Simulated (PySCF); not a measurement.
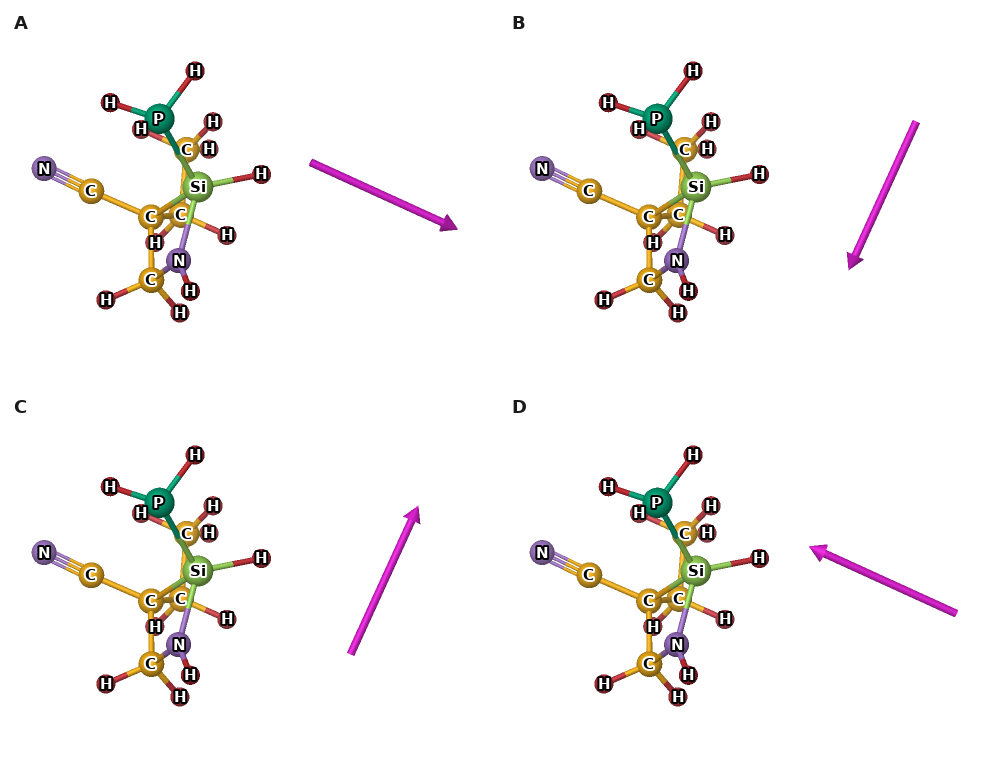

The same molecule four times, each with an arrow. Computed geometry: GFN2-xTB optimisation. No frequency run is at hand to confirm it as a minimum. Method: PBE0/pcSseg-1, gas phase (PySCF 2.14.0).

Which arrow points along the dipole moment, from the negative to the positive end?

Answer. A. The dipole moment is 4.28 D.

The geometry is semi-empirical. Around P, Si such bond lengths and angles can be off by a tenth of an ångström or more and by several degrees, and values that hang on the shape move with them.
